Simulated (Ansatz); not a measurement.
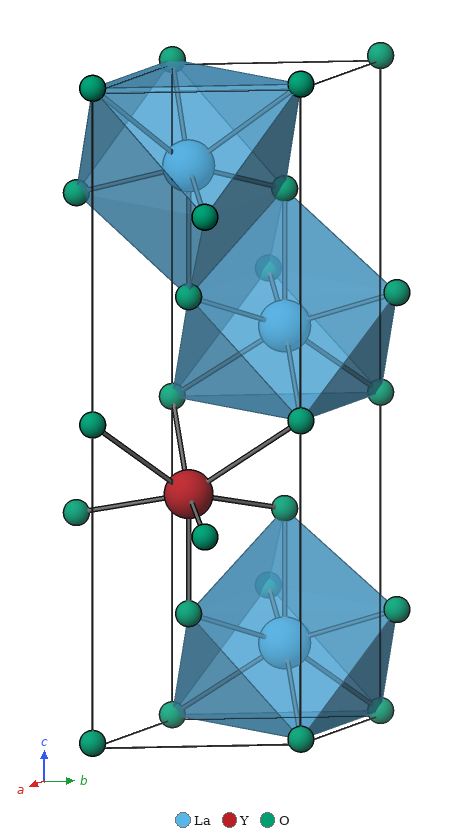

Polyhedral representation of a periodic structure, projected slightly off an axis. The conventional unit cell is outlined; an atom on or near a face, edge or corner is repeated at each equivalent position. Some neighbours outside the box are added.

La3YO6, space group P3m1 (No. 156), a = 3.880 Å, b = 3.880 Å, c = 12.227 Å, α = 90.00°, β = 90.00°, γ = 120.00°. Starting structure: a structure type filled with these elements by a generator (whether the compound takes this form wasn't checked). Earlier steps of the study may have refined or changed the cell and positions. It went into a calculation with Ansatz.

This one geometry was computed with Ansatz (DFT, plane waves, PAW) at three levels of theory: r2SCAN, PBE and PBEsol.

**Which level gives the highest pressure at this volume, and what does that say about its equilibrium volume?**

Highest: PBE (0.0 GPa), which points to the largest equilibrium volume. Lowest, with the smallest volume: PBEsol (-4.9 GPa). Levels within 0.5 GPa of each other can't be told apart.

**How does the band gap change with the level of theory?**

PBEsol: a gap of 3.82 eV, indirect; PBE: a gap of 3.89 eV, indirect; r2SCAN: a gap of 4.33 eV, indirect.

**Collect the results in a table.**

| level | cutoff (eV) | k-mesh of the run's cell | gap (eV) | pressure (GPa) |
| --- | --- | --- | --- | --- |
| r2SCAN | 500 | 6×6×2 | 4.33 | -1.6 |
| PBE | 420 | 6×6×2 | 3.89 | 0.0 |
| PBEsol | 420 | 6×6×2 | 3.82 | -4.9 |

Gaps are taken on the k-mesh or band path of each run.
